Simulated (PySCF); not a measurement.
## SiSe (charge +1): single-point calculation

System: SiSe, charge +1, multiplicity 2.
Method: RPA (PBE)/aug-cc-pVTZ, UKS (PySCF 2.14.0).

The geometry is that of the parent species in another charge or spin state. The geometry comes from this level: PBE0-D4/def2-TZVP.

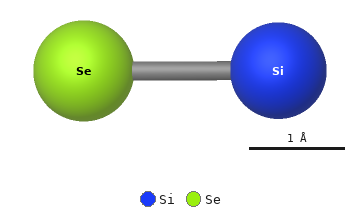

Fig. 1: The input geometry (ball-and-stick view, seen on its broad side). Bond lengths as drawn: Se–Si 2.06 Å.

**Summary**

```json
{"quantity": "outcome", "value": "converged"}
{"quantity": "total energy", "value": "−2688.956129 hartree"}
{"quantity": "SCF energy", "value": "−2690.242609 hartree"}
{"quantity": "correlation energy", "value": "−0.482284 hartree"}
{"quantity": "basis functions", "value": "109"}
{"quantity": "⟨S²⟩", "value": "0.756"}
{"quantity": "hardware", "value": "1 thread of Arm Neoverse V2, 24 GiB of memory available, shared host"}
{"quantity": "wall time", "value": "20 s"}
{"quantity": "peak memory", "value": "0.55 GiB"}
```

**Remarks**

The record of the run, not the program, notes: dipole of an ion depends on the origin.

**The input (run.py)**
```python
from pyscf import gto, dft
from pyscf.gw.urpa import URPA

system = gto.M(
    atom='''
Si     0.000000     0.000000     0.059413
Se     0.000000     0.000000     3.955367
''',
    verbose=3,
    max_memory=1860,
    spin=1,
    charge=1,
    basis='aug-cc-pvtz',
    unit='bohr',
)

calc0 = dft.UKS(system)
calc0.xc = 'pbe'
calc0.conv_tol = 1e-10
calc0.grids.level = 5
calc0.kernel()
if not calc0.converged:
    calc0 = calc0.newton().run(calc0.mo_coeff, calc0.mo_occ)

rpa = URPA(calc0, frozen=14)
rpa.kernel()
e_exx = calc0.to_hf().energy_tot(calc0.make_rdm1())
e_final = e_exx + rpa.e_corr
print('Final energy', e_final)
```

Launch command:
```bash
OMP_NUM_THREADS=1 python run.py
```

**Log**
```
WARN: HOMO -0.259345942821057 >= LUMO -0.259345942821056

WARN: HOMO -0.510191674145816 >= LUMO -0.509231855072415

converged SCF energy = -2690.24260882101  <S^2> = 0.75616215  2S+1 = 2.0061527
E(URPA) = -2691.38860837114  E_corr = -0.482284018087512  E_hf = -2690.90632435306
Final energy -2688.956129489568
```
